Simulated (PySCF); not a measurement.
**C$_{3}$H$_{8}$BFSi (SMILES FB[SiH2]C1CC1): density, localisation and related maps**

The calculation's input:

```
{"job": {"kind": "uv", "xc": "PBE0", "basis": "def2-SVPD", "nstates": 8, "ntriplets": 3}, "charge": 0, "multiplicity": 1}
F      1.673698    -0.570545     2.112426
B      1.967465    -0.484155     0.831477
Si     1.149038     0.946812    -0.264799
C     -0.671081     0.540245    -0.598516
C     -1.130114    -0.891004    -0.672856
C     -1.530790    -0.045171     0.488863
H      2.711083    -1.323220     0.461459
H      1.163962     2.274776     0.375122
H      1.780560     1.134454    -1.582974
H     -1.184908     1.217904    -1.270143
H     -0.403280    -1.674424    -0.508850
H     -1.882024    -1.152545    -1.402964
H     -1.084637    -0.251096     1.450924
H     -2.559650     0.277496     0.558664
```

Launched as:

```sh
OMP_NUM_THREADS=1 python probes_run.py task.json out
```

Geometry: GFN2-xTB.

All numbers below come from PySCF, PBE0/def2-SVPD, SCF density, gas phase.

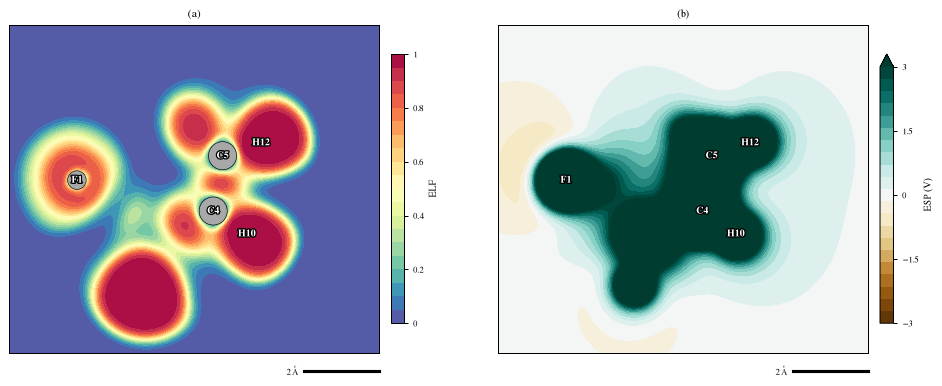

Figure 1. (a) ELF; (b) electrostatic potential on the plane of atoms C4, C5 and H12. Grey discs cover the atomic cores in the ELF map.

Q: What do the fields say about this system?

A: The plane passes through F, C and H nuclei. C–C (1.50 Å): the ELF peaks at about 0.85 between the atoms, as expected for a covalent bond. C–H (1.08 Å): the ELF climbs to about 1 towards the hydrogen, as it does in any bond to H: a covalent bond by its length. The ELF also peaks beside F1, away from the bonds: lone-pair regions. Outside the dense part of the molecule the potential is most negative (−0.7 V) near F1.

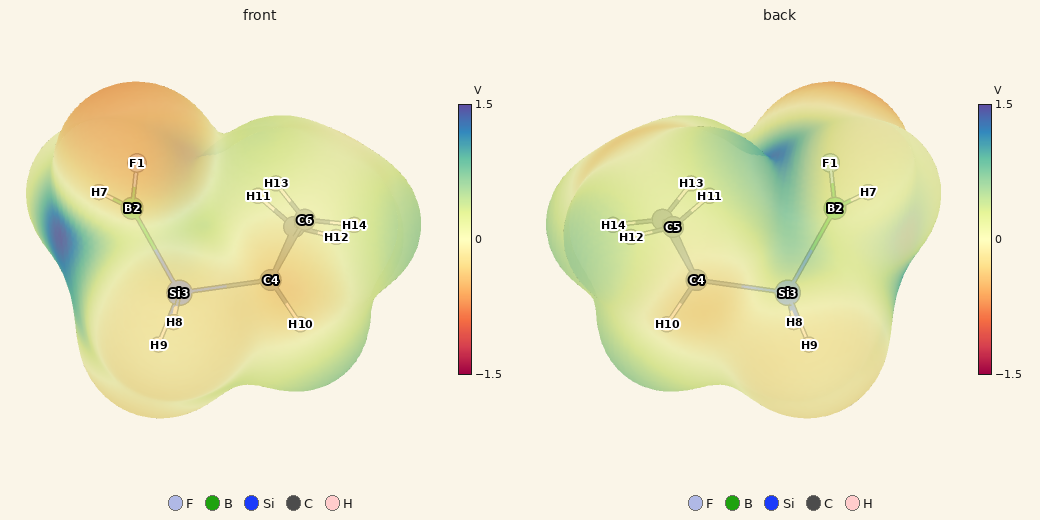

Figure 2. The molecular electrostatic potential painted on the density surface at 0.001 e/bohr³, seen from the front and from behind; the colour scale runs from red (negative) to blue (positive).

Q: Describe the electrostatic potential map.

A: The most negative region (about −0.6 V, or −14 kcal/mol for a unit charge) lies over F1, the most positive (about +1.3 V, or +30 kcal/mol for a unit charge) over B2.

Q: How polar is the molecule by this calculation?

A: Its dipole moment is 0.85 D.
